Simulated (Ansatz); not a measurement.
The starting structures come from a database of crystals and need not be the phases stable at ambient conditions.

 Where the default PAW files enter, the runs use the earlier of Ansatz's two default sets.

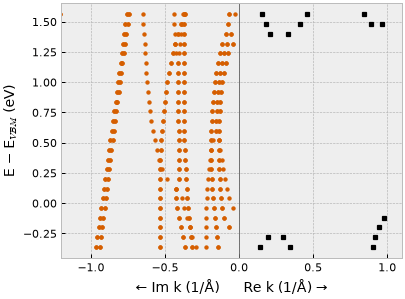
Figure: Complex bands at the centre of the two-dimensional zone; r2SCAN in Ansatz (a program for electronic structure)

No gap correction and no spin-orbit coupling; mid-gap values are interpolated between computed energies.

### Question
This is Se (R-3, not sure to be the ambient phase, 6 atoms a cell, 25.2 Å³ an atom) along the normal of (100). Read off the slowest decay at the centre of the two-dimensional zone at 0.60 eV, the computed energy nearest the middle of the gap.

### Answer
κ ≈ 0.14 1/Å, a decay length 1/(2κ) of the density of 3.7 Å.
